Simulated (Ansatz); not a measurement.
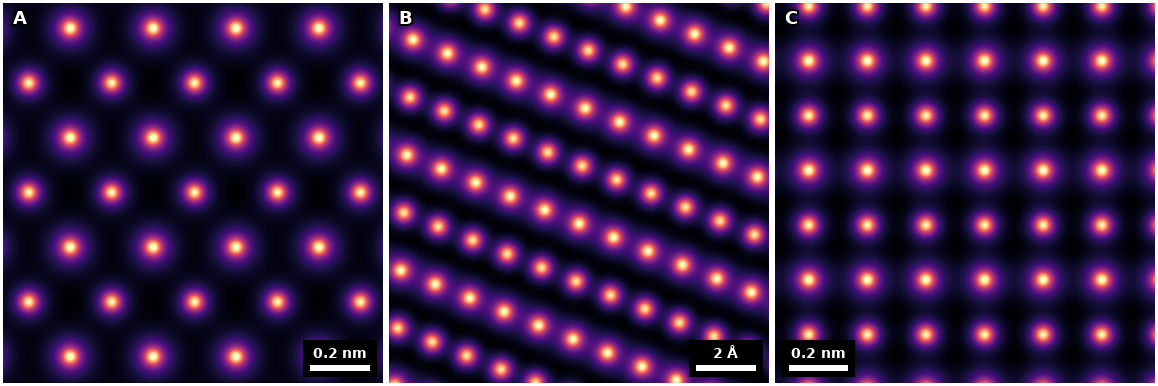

Three views of CuGe (P4/mmm, No. 123) along different zone axes. Computed as the sum of neutral-atom potentials (tabulated electron scattering factors, B = 0.3 Å²) projected along the beam and smoothed by 0.25 Å; brighter is more positive. The display is stretched by a gamma of 0.7; percentages refer to the linear signal. Atomic positions: the geometry relaxed with DFT PBE, scalar-relativistic, plane waves, PAW in Ansatz; the starting structure was generated, so it need not be a known form of this composition.

```yaml
crystal:
  lattice:
    - [2.83660, 0.00000, 0.00000]
    - [0.00000, 2.83660, 0.00000]
    - [0.00000, 0.00000, 3.74575]
  atoms:
    - { symbol: Cu, position: [0.50000, 0.50000, 0.50000] }
    - { symbol: Ge, position: [0.00000, 0.00000, 0.00000] }
```

**Match the panels to the zone axes [100], [110] and [210].**

A is [100]: projected cell 2.84 × 3.75 Å, 90°, plane group p2mm. B is [210]: projected cell 1.27 × 3.75 Å, 90°, plane group p2mm. C is [110]: projected cell 2.01 × 3.75 Å, 90°, plane group p2mm.
